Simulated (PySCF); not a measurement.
# C2H7AlF2O: NMR shifts, electronic excitations and K edges in gas and solvents

Aim: compute the NMR shifts, electronic excitations and K edges of C2H7AlF2O (`FC[O+]([AlH3-])CF`), and see what a dielectric continuum does where one was used.

The runs use PySCF 2.14.0, with density-fitted response routines of our own; the level of theory stands in each step. All values are computed, except where a source is named. Atoms count from 0, in the outputs and in this text.

### Step 1. The starting structure

13 atoms, charge 0, multiplicity 1; geometry from: GFN2-xTB.

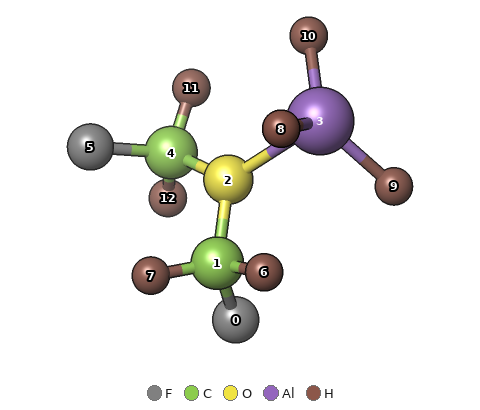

As it starts; fluorine grey, carbon green, oxygen yellow, aluminium purple, hydrogen brown, atoms numbered.

### Step 2. Optimising the geometry at PBE0-D3(BJ)/def2-SVP

The job: settings as JSON, then the geometry in Å.

```
{"job": {"xc": "PBE0", "basis": "def2-SVP", "d3": "d3bj", "grid": 1, "kind": "geom"}, "charge": 0, "multiplicity": 1}
F     -1.509026    -1.253367    -1.053498
C     -1.067363    -0.779907     0.138826
O     -0.016189     0.099630    -0.075792
Al     1.628137    -0.551188     0.653278
C     -0.332670     1.284930    -0.725585
F     -1.131336     2.039388     0.074795
H     -0.663123    -1.617796     0.718916
H     -1.917297    -0.298571     0.639373
H      1.132244    -0.657513     2.148443
H      1.686674    -1.893609    -0.162208
H      2.457044     0.695791     0.169277
H      0.608122     1.823240    -0.881427
H     -0.879604     1.109457    -1.662126
```

What it wrote:

```text
step   0  E = -596.90340243  max force = 0.025009
step   1  E = -596.91038167  max force = 0.006196
step   2  E = -596.91068898  max force = 0.003464
step   3  E = -596.91079502  max force = 0.001356
step   4  E = -596.91083471  max force = 0.000814
step   5  E = -596.91085619  max force = 0.000501
step   6  E = -596.91086954  max force = 0.000659
step   7  E = -596.91087718  max force = 0.000694
step   8  E = -596.91088280  max force = 0.000536
step   9  E = -596.91088685  max force = 0.000669
step  10  E = -596.91089022  max force = 0.000685
step  11  E = -596.91089675  max force = 0.001119
step  12  E = -596.91090921  max force = 0.001050
step  13  E = -596.91092011  max force = 0.000621
step  14  E = -596.91092573  max force = 0.000469
step  15  E = -596.91092778  max force = 0.000441
optimisation converged
```

It took 75 s on 1 thread, shared host.

The steps of the relaxation:

```
step  energy from step 0 (eV)  largest force component (eV/Å)
   0                   0.0000                          1.2860
   1                  -0.1899                          0.3186
   2                  -0.1983                          0.1781
   3                  -0.2012                          0.0697
   4                  -0.2022                          0.0419
   5                  -0.2028                          0.0258
   6                  -0.2032                          0.0339
   7                  -0.2034                          0.0357
   8                  -0.2036                          0.0276
   9                  -0.2037                          0.0344
  10                  -0.2038                          0.0352
  11                  -0.2039                          0.0575
  12                  -0.2043                          0.0540
  13                  -0.2046                          0.0319
  14                  -0.2047                          0.0241
  15                  -0.2048                          0.0227
```

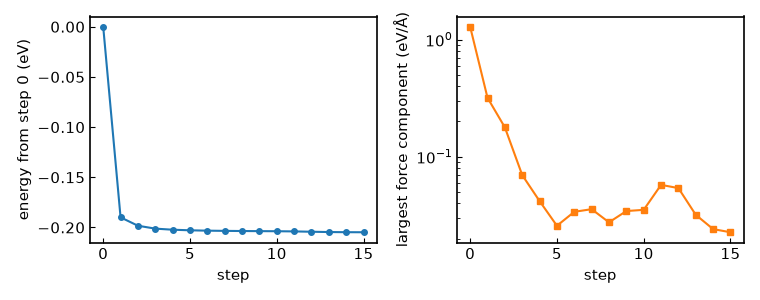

Energy and largest force along the relaxation.

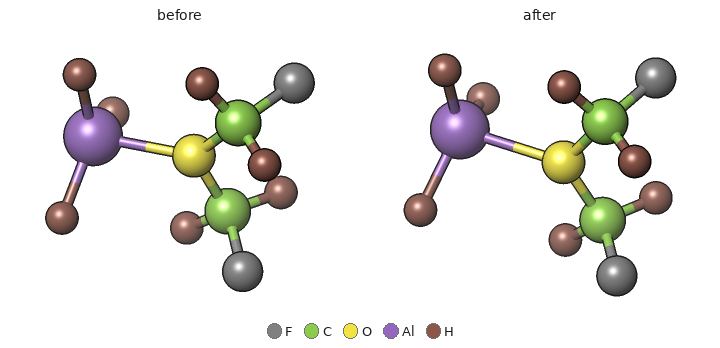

The geometry before (left) and after (right).

Distances of close pairs at the start and the end, largest changes first:

```
   bond  before (Å)  after (Å)  change (Å)
 O2–Al3       1.913      2.056      +0.144
 Al3–H9       1.572      1.600      +0.028
Al3–H10       1.574      1.601      +0.027
  C1–O2       1.387      1.410      +0.022
 Al3–H8       1.579      1.600      +0.022
  O2–C4       1.388      1.409      +0.021
  C4–F5       1.359      1.348      -0.011
  F0–C1       1.357      1.346      -0.011
```

The final coordinates are the input of the step that follows.

```
                         at the end point                value
  point group (found at 0.08 Å tolerance)                   C1
rotational constants (GHz, main isotopes)  2.873, 2.117, 1.371
                        dipole moment (D)                 3.46
```

### Step 3. Shielding tensors: PBE0/pcSseg-1 in benzene

The job: settings as JSON, then the geometry in Å.

```
{"job": {"kind": "nmr", "xc": "PBE0", "basis": "pcSseg-1", "solvent": "benzene", "pop": true}, "charge": 0, "multiplicity": 1}
F     -1.582531    -1.201287    -1.278656
C     -1.198129    -0.824650    -0.044645
O     -0.068085     0.011828    -0.145841
Al     1.677693    -0.511619     0.806519
C     -0.299117     1.284655    -0.705459
F     -0.995312     2.039322     0.167842
H     -0.881064    -1.698107     0.542074
H     -2.016530    -0.272091     0.442012
H      1.173605    -0.465374     2.324789
H      1.843028    -1.961019     0.150042
H      2.530418     0.718002     0.237742
H      0.694081     1.717465    -0.883625
H     -0.883138     1.163601    -1.630283
```

With the program's defaults for keys left out, this is: GIAO PBE0/pcSseg-1 NMR shielding, non-relativistic, IEF-PCM benzene.

What it wrote:

```text
coarse grid: 11400 points
cycle   1  E = -597.0707893060  dE =  5.178e-01  |g| = 7.272e-01  |ddm| = 2.909e+00
cycle   2  E = -597.0144615311  dE =  5.633e-02  |g| = 9.718e-01  |ddm| = 7.990e-01
cycle   3  E = -597.1591343791  dE = -1.447e-01  |g| = 5.027e-02  |ddm| = 4.559e-01
cycle   4  E = -597.1594762324  dE = -3.419e-04  |g| = 1.902e-02  |ddm| = 3.844e-02
cycle   5  E = -597.1595283101  dE = -5.208e-05  |g| = 7.132e-03  |ddm| = 1.377e-02
cycle   6  E = -597.1595357714  dE = -7.461e-06  |g| = 2.287e-03  |ddm| = 4.506e-03
final grid: 106328 points
cycle   7  E = -597.2179543239  dE = -3.084e-05  |g| = 9.274e-03  |ddm| = 1.670e-02
cycle   8  E = -597.2179454386  dE =  8.885e-06  |g| = 1.207e-02  |ddm| = 9.968e-03
cycle   9  E = -597.2179700845  dE = -2.465e-05  |g| = 9.777e-04  |ddm| = 5.515e-03
cycle  10  E = -597.2179702712  dE = -1.867e-07  |g| = 2.186e-04  |ddm| = 7.910e-04
cycle  11  E = -597.2179702773  dE = -6.105e-09  |g| = 1.190e-04  |ddm| = 1.586e-04
cycle  12  E = -597.2179702793  dE = -1.990e-09  |g| = 1.531e-05  |ddm| = 6.007e-05
cycle  13  E = -597.2179702793  dE = -4.161e-11  |g| = 2.101e-06  |ddm| = 1.394e-05
converged SCF energy = -597.2179702793

GIAO shielding tensors (ppm)
atom      isotropic    diamagn.    paramagn.     s11        s22        s33       span
  0 F      365.691     471.463    -105.772    257.715    367.898    471.460    213.746
  1 C       85.173     241.212    -156.040     62.091     79.703    113.724     51.633
  2 O      218.225     402.306    -184.081    173.308    212.710    268.658     95.349
  3 Al     396.600     794.460    -397.860    369.292    392.858    427.650     58.358
  4 C       83.708     240.729    -157.021     60.640     79.863    110.621     49.981
  5 F      364.989     472.249    -107.260    255.279    366.062    473.625    218.346
  6 H       25.519      28.439      -2.919     20.956     26.592     29.010      8.053
  7 H       25.533      28.182      -2.649     21.482     26.291     28.826      7.344
  8 H       27.029      29.722      -2.692     23.989     26.175     30.924      6.935
  9 H       26.979      29.780      -2.801     23.761     26.394     30.784      7.023
 10 H       27.118      29.981      -2.863     23.995     26.753     30.606      6.611
 11 H       25.315      28.539      -3.225     21.195     25.820     28.929      7.734
 12 H       25.492      27.889      -2.397     21.215     26.322     28.941      7.726
```

It took 13 s on 1 thread, shared host.

The references, computed at this level on geometries of the same kind, shield at (ppm): ¹H TMS 31.25, ¹³C TMS 184.9, ¹⁹F CFCl3 178.7, ¹⁷O H2O 338.8, ²⁷Al AlH4- 483.4. Their shielding less the atom's gives the shift. The references are single molecules in the same continuum, so shifts against H2O, NH3 or PH3 are not on the usual liquid scales. Shifts against hydride references such as AlH4− lie on their own scale. Atoms listed in one row are averaged.

```
           atoms                               environment  σ (ppm)  δ (ppm)
          C1, C4                 sp3 CH2 bonded to F and O     84.4    100.4
H6, H7, H11, H12  hydrogen on an sp3 CH2 bonded to F and O    25.46     5.79
     H8, H9, H10      hydrogen on an aluminium bonded to O    27.04     4.21
          F0, F5                 fluorine on an sp3 carbon    365.3   -186.6
              O2            donor oxygen of a Lewis adduct    218.2    120.6
             Al3                aluminium bonded to O, 3 H    396.6     86.8
```

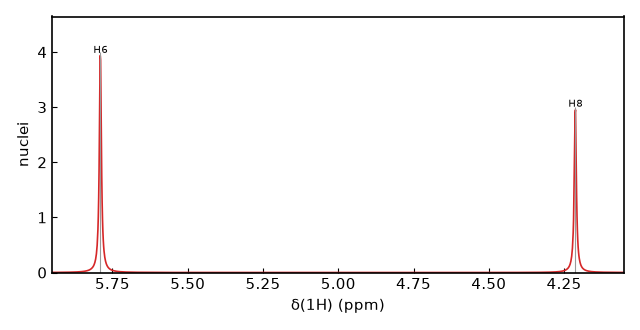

¹H lines at the computed shifts, without couplings. Lines are broadened to a width of 0.01 ppm (Lorentzian).

The run also stored atomic charges by several schemes (e):

```
 atoms  Mulliken    IAO  Hirshfeld  ESP fit
F0, F5     -0.31  -0.30      -0.09    -0.20
C1, C4      0.39   0.22       0.12     0.17
    O2     -0.64  -0.32      -0.06    -0.26
   Al3      0.76   0.49       0.33     0.77
```

Hirshfeld charges:

F0 -0.09; C1 0.12; O2 -0.06; Al3 0.33; C4 0.12; F5 -0.10; H6 0.07; H7 0.07; H8 -0.20; H9 -0.20; H10 -0.19; H11 0.07; H12 0.06

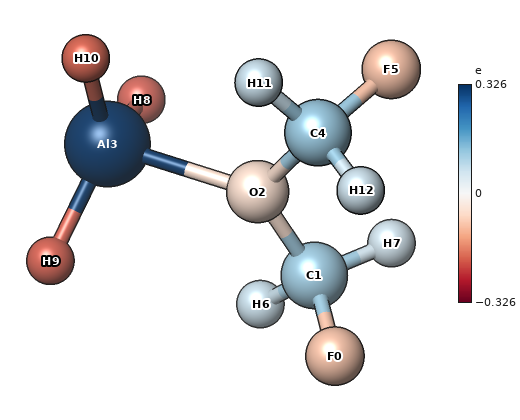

Hirshfeld charges, as colours on the atoms.

Mayer bond orders: F0–C1 0.95, C1–O2 0.85, O2–Al3 0.23, O2–C4 0.86, C4–F5 0.94.

### Step 4. Ultraviolet spectrum: B3LYP/def2-SVPD

Same as in step 3 but for these lines:

```diff
@@ -1,2 +1,2 @@
-{"job": {"kind": "nmr", "xc": "PBE0", "basis": "pcSseg-1", "solvent": "benzene", "pop": true}, "charge": 0, "multiplicity": 1}
+{"job": {"kind": "uv", "xc": "B3LYP", "basis": "def2-SVPD", "dynamic": true, "nstates": 6, "ntriplets": 0}, "charge": 0, "multiplicity": 1}
 F     -1.582531    -1.201287    -1.278656
```

Level: TDDFT B3LYP/def2-SVPD, vertical, gas phase, core orbitals frozen in the response.

What it wrote:

```text
coarse grid: 11400 points
cycle   1  E = -597.2562148883  dE =  4.780e-01  |g| = 7.306e-01  |ddm| = 4.347e+00
cycle   2  E = -597.1666244351  dE =  8.959e-02  |g| = 1.058e+00  |ddm| = 1.454e+00
cycle   3  E = -597.3513548634  dE = -1.847e-01  |g| = 6.775e-02  |ddm| = 8.471e-01
cycle   4  E = -597.3521379494  dE = -7.831e-04  |g| = 2.432e-02  |ddm| = 9.351e-02
cycle   5  E = -597.3522406317  dE = -1.027e-04  |g| = 7.842e-03  |ddm| = 2.728e-02
cycle   6  E = -597.3522495949  dE = -8.963e-06  |g| = 3.502e-03  |ddm| = 8.246e-03
cycle   7  E = -597.3522520314  dE = -2.437e-06  |g| = 1.748e-04  |ddm| = 3.165e-03
final grid: 106328 points
cycle   8  E = -597.4421585764  dE = -3.785e-05  |g| = 5.398e-03  |ddm| = 9.048e-02
cycle   9  E = -597.4421536646  dE =  4.912e-06  |g| = 7.715e-03  |ddm| = 1.171e-02
cycle  10  E = -597.4421638285  dE = -1.016e-05  |g| = 4.456e-04  |ddm| = 6.020e-03
cycle  11  E = -597.4421638666  dE = -3.806e-08  |g| = 1.579e-04  |ddm| = 6.830e-04
cycle  12  E = -597.4421638718  dE = -5.251e-09  |g| = 4.289e-05  |ddm| = 1.986e-04
cycle  13  E = -597.4421638720  dE = -2.181e-10  |g| = 2.374e-05  |ddm| = 4.422e-05
converged SCF energy = -597.4421638720

Static polarisability (au): isotropic 65.354, principal 61.547 67.174 67.340

Singlet excitations
state   eV       nm        f      main configurations
  1   6.2511    198.3   0.00275   H->L 0.87, H->L+1 0.12
  2   6.4936    190.9   0.01379   H-1->L 0.88, H-1->L+1 0.11
  3   6.8320    181.5   0.02104   H->L+1 0.87, H->L 0.12
  4   7.0359    176.2   0.02871   H-1->L+1 0.87, H-1->L 0.10
  5   7.2842    170.2   0.06120   H->L+2 0.89
  6   7.4132    167.2   0.02379   H-1->L+2 0.60, H->L+3 0.20
```

Run time: 23 s. Hardware: 1 thread, shared host.

The orbitals next to the gap, with their largest atomic shares:

```
orbital      eV                        atoms
 HOMO−3  -10.68    F0 26 %, O2 24 %, C1 18 %
 HOMO−2  -10.08  Al3 31 %, O2 16 %, H10 14 %
 HOMO−1   -7.74  Al3 36 %, H10 35 %, H9 15 %
   HOMO   -7.53   Al3 37 %, H8 32 %, H9 24 %
   LUMO   -0.27   Al3 30 %, C1 12 %, C4 11 %
 LUMO+1    0.06     Al3 34 %, O2 8 %, C4 8 %
 LUMO+2    0.55   Al3 42 %, H10 7 %, H11 6 %
```

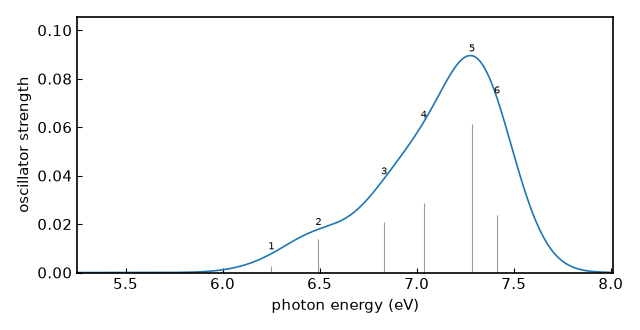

Absorption spectrum from the 6 singlet states computed; above the last one it falls off for lack of states. Lines are broadened to a width of 0.40 eV (Gaussian).

Further results of this job:

```
           property  computed
  dipole moment (D)      3.21
polarisability (Å³)      9.68
 HOMO–LUMO gap (eV)      7.26
      −ε(HOMO) (eV)      7.53
C6 with itself (au)      1684
```

### Step 5. TDDFT and polarisability: B3LYP/def2-SVPD in benzene

Same as in step 4 but for these lines:

```diff
@@ -1,2 +1,2 @@
-{"job": {"kind": "uv", "xc": "B3LYP", "basis": "def2-SVPD", "dynamic": true, "nstates": 6, "ntriplets": 0}, "charge": 0, "multiplicity": 1}
+{"job": {"kind": "uv", "xc": "B3LYP", "basis": "def2-SVPD", "solvent": "benzene", "nstates": 6, "ntriplets": 0}, "charge": 0, "multiplicity": 1}
 F     -1.582531    -1.201287    -1.278656
```

Method: TDDFT B3LYP/def2-SVPD, vertical, IEF-PCM benzene (non-equilibrium linear response), core orbitals frozen in the response.

What it wrote:

```text
coarse grid: 11400 points
cycle   1  E = -597.2661085474  dE =  4.687e-01  |g| = 7.232e-01  |ddm| = 4.344e+00
cycle   2  E = -597.1798933693  dE =  8.622e-02  |g| = 1.041e+00  |ddm| = 1.422e+00
cycle   3  E = -597.3580941602  dE = -1.782e-01  |g| = 6.492e-02  |ddm| = 8.372e-01
cycle   4  E = -597.3587975698  dE = -7.034e-04  |g| = 2.235e-02  |ddm| = 8.569e-02
cycle   5  E = -597.3588886286  dE = -9.106e-05  |g| = 6.582e-03  |ddm| = 2.619e-02
cycle   6  E = -597.3588946172  dE = -5.989e-06  |g| = 3.295e-03  |ddm| = 7.316e-03
cycle   7  E = -597.3588966831  dE = -2.066e-06  |g| = 1.625e-04  |ddm| = 2.789e-03
final grid: 106328 points
cycle   8  E = -597.4487809369  dE = -3.776e-05  |g| = 5.411e-03  |ddm| = 8.880e-02
cycle   9  E = -597.4487760634  dE =  4.874e-06  |g| = 7.711e-03  |ddm| = 1.186e-02
cycle  10  E = -597.4487862120  dE = -1.015e-05  |g| = 4.461e-04  |ddm| = 6.047e-03
cycle  11  E = -597.4487862501  dE = -3.808e-08  |g| = 1.568e-04  |ddm| = 6.698e-04
cycle  12  E = -597.4487862551  dE = -5.009e-09  |g| = 5.026e-05  |ddm| = 1.951e-04
cycle  13  E = -597.4487862555  dE = -3.517e-10  |g| = 2.121e-05  |ddm| = 4.661e-05
converged SCF energy = -597.4487862555

Static polarisability (au): isotropic 73.514, principal 70.120 74.161 76.263

Singlet excitations
state   eV       nm        f      main configurations
  1   6.3867    194.1   0.00444   H->L 0.96
  2   6.5864    188.2   0.01898   H-1->L 0.96
  3   7.1145    174.3   0.07734   H->L+1 0.94
  4   7.2788    170.3   0.09305   H-1->L+1 0.94
  5   7.4744    165.9   0.10537   H->L+2 0.70, H-1->L+2 0.13
  6   7.5692    163.8   0.02526   H-1->L+2 0.50, H->L+2 0.25, H->L+3 0.09
```

Run time: 19 s. Hardware: 1 thread, shared host.

Key values: HOMO -7.65 eV, LUMO -0.16 eV; lowest singlet 6.39 eV.

### Step 6. K-edge absorption: BHandHLYP/def2-SVPD+aug-pcX-1+pcseg-1

Same as in step 5 but for these lines:

```diff
@@ -1,2 +1,2 @@
-{"job": {"kind": "uv", "xc": "B3LYP", "basis": "def2-SVPD", "solvent": "benzene", "nstates": 6, "ntriplets": 0}, "charge": 0, "multiplicity": 1}
+{"job": {"kind": "xas", "xc": "BHandHLYP", "basis": {"default": "aug-pcX-1", "H": "pcseg-1", "Al": "def2-SVPD"}}, "charge": 0, "multiplicity": 1}
 F     -1.582531    -1.201287    -1.278656
```

Level: core-valence-separated TDA BHandHLYP/aug-pcX-1 H:pcseg-1 Al:def2-SVPD, K edges, non-relativistic, gas phase.

What it wrote:

```text
coarse grid: 11400 points
cycle   1  E = -597.3019337617  dE =  5.227e-01  |g| = 7.702e-01  |ddm| = 3.273e+00
cycle   2  E = -597.3132937931  dE = -1.136e-02  |g| = 8.077e-01  |ddm| = 8.932e-01
cycle   3  E = -597.4103758866  dE = -9.708e-02  |g| = 6.098e-02  |ddm| = 4.035e-01
cycle   4  E = -597.4108887029  dE = -5.128e-04  |g| = 2.664e-02  |ddm| = 6.426e-02
cycle   5  E = -597.4110101156  dE = -1.214e-04  |g| = 6.426e-03  |ddm| = 2.018e-02
cycle   6  E = -597.4110161552  dE = -6.040e-06  |g| = 2.554e-03  |ddm| = 5.757e-03
final grid: 106328 points
cycle   7  E = -597.4553637175  dE = -8.049e-05  |g| = 4.225e-03  |ddm| = 3.091e-02
cycle   8  E = -597.4553633642  dE =  3.532e-07  |g| = 4.376e-03  |ddm| = 5.524e-03
cycle   9  E = -597.4553663096  dE = -2.945e-06  |g| = 5.087e-04  |ddm| = 2.576e-03
cycle  10  E = -597.4553663407  dE = -3.116e-08  |g| = 2.016e-04  |ddm| = 4.053e-04
cycle  11  E = -597.4553663484  dE = -7.618e-09  |g| = 3.158e-05  |ddm| = 1.325e-04
cycle  12  E = -597.4553663485  dE = -1.537e-10  |g| = 1.050e-05  |ddm| = 2.561e-05
converged SCF energy = -597.4553663485

C K edge
   eV          f      from atoms
  288.895   0.06410   C4
  288.940   0.06605   C1
  289.249   0.07418   C4
  289.275   0.05306   C1
  290.278   0.02483   C4
  290.315   0.04659   C1
  290.500   0.01914   C4
  290.526   0.00288   C1
  291.762   0.00362   C4
  291.769   0.00338   C1
  292.044   0.01050   C4 C1
  292.046   0.00608   C1 C4

O K edge
   eV          f      from atoms
  535.470   0.00880   O2
  536.217   0.04932   O2
  536.223   0.00771   O2
  536.602   0.00913   O2
  536.722   0.01055   O2
  537.523   0.00551   O2
  537.554   0.00724   O2
  537.687   0.00728   O2

F K edge
   eV          f      from atoms
  686.251   0.02521   F5
  686.283   0.02546   F0
  687.502   0.01238   F5
  687.538   0.01301   F0
  687.900   0.00933   F5
  687.954   0.00903   F0
  688.406   0.00250   F0
  688.431   0.00127   F5
  688.462   0.00066   F0
  688.516   0.00341   F5
  688.933   0.00224   F5
  689.018   0.00179   F0
```

Wall time 16 s (1 thread, shared host).

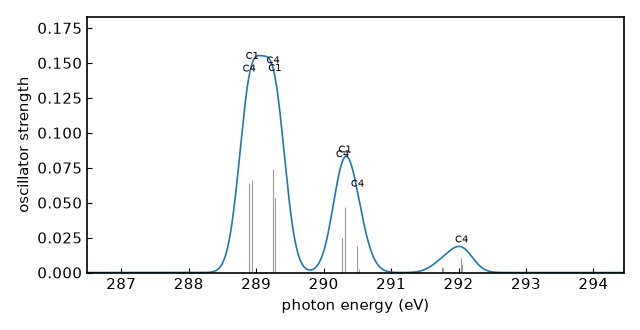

The C K edge. Lines are broadened to a width of 0.40 eV (Gaussian).

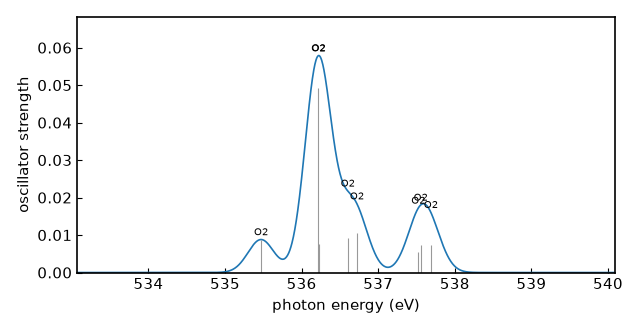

The O K edge. Lines are broadened to a width of 0.40 eV (Gaussian).

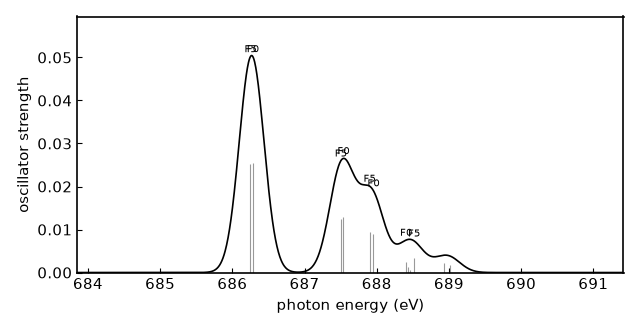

The F K edge. Lines are broadened to a width of 0.40 eV (Gaussian).

### Step 7. Side by side: electronic excitations

Excitations and ground-state properties, with basis size and wall time:

```
                       run  lowest singlet (eV)  brightest (eV)      f  gap (eV)  α (Å³)  μ (D)  functions  time
           B3LYP/def2-SVPD                 6.25            7.28  0.061      7.26    9.68   3.21        189  23 s
B3LYP/def2-SVPD in benzene                 6.39            7.47  0.105      7.49   10.89   3.53        189  19 s
```

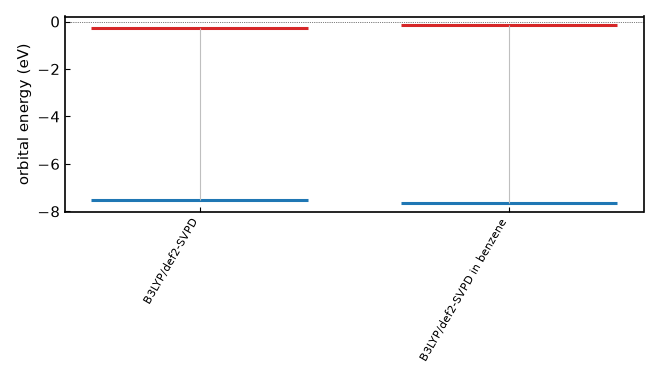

HOMO (blue) and LUMO (red) run by run.

### Step 8. Results

```
                                          quantity                                                  value
                                       point group                                                     C1
              rotational constants (main isotopes)                                   2.87, 2.12, 1.37 GHz
   ¹³C shifts against TMS (PBE0/pcSseg-1, benzene)                                              100.4 ppm
    ¹H shifts against TMS (PBE0/pcSseg-1, benzene)                                         5.79, 4.21 ppm
 ¹⁹F shifts against CFCl3 (PBE0/pcSseg-1, benzene)                                             -186.6 ppm
   ¹⁷O shifts against H2O (PBE0/pcSseg-1, benzene)                                              120.6 ppm
²⁷Al shifts against AlH4- (PBE0/pcSseg-1, benzene)                                               86.8 ppm
                  lowest singlet (B3LYP/def2-SVPD)                            6.25 eV (198 nm), f = 0.003
          brightest single state of those computed                            state 5, 7.28 eV, f = 0.061
                                          C K edge  first line 288.89 eV, strongest 289.25 eV (f = 0.074)
                                          O K edge  first line 535.47 eV, strongest 536.22 eV (f = 0.049)
                                          F K edge  first line 686.25 eV, strongest 686.28 eV (f = 0.025)
                       range of the lowest singlet                                        6.25 to 6.39 eV
```

What this shows: The optimisation took 15 steps and gained 0.205 eV; among the bonded pairs, O2–Al3 changed most, from 1.913 to 2.056 Å. H6, H7, H11, H12 (mean) (hydrogen on an sp3 CH2 bonded to F and O) lies farthest downfield among hydrogen, at 5.79 ppm; its carbon carries F and O, which withdraws density. At PBE0/pcSseg-1: The largest span, 216 ppm, is at F0, F5, where the paramagnetic term is -107 ppm. The first singlet state (HOMO→LUMO 0.87, HOMO→LUMO+1 0.12) lies at 6.25 eV and is weak; of the 6 states computed, the strongest absorption comes from state 5 at 7.28 eV. At the C edge the strongest single line lifts a 1s electron of C4 into several orbitals, led by LUMO+2 (weight 0.16), 0.4 eV above the first line. At the O edge the strongest single line lifts a 1s electron of O2 into several orbitals, led by LUMO+1 (weight 0.20), 0.7 eV above the first line. At the F edge the strongest single line lifts a 1s electron of F0 into several orbitals, led by LUMO+4 (weight 0.24), 0.0 eV above the first line. Absolute edge energies from this method are off by several eV; spacings are better. The lowest singlet runs from 6.25 eV (B3LYP/def2-SVPD) to 6.39 eV (B3LYP/def2-SVPD in benzene), while the orbital gap spans 7.26 to 7.49 eV. The lowest state need not be the same one in every run.
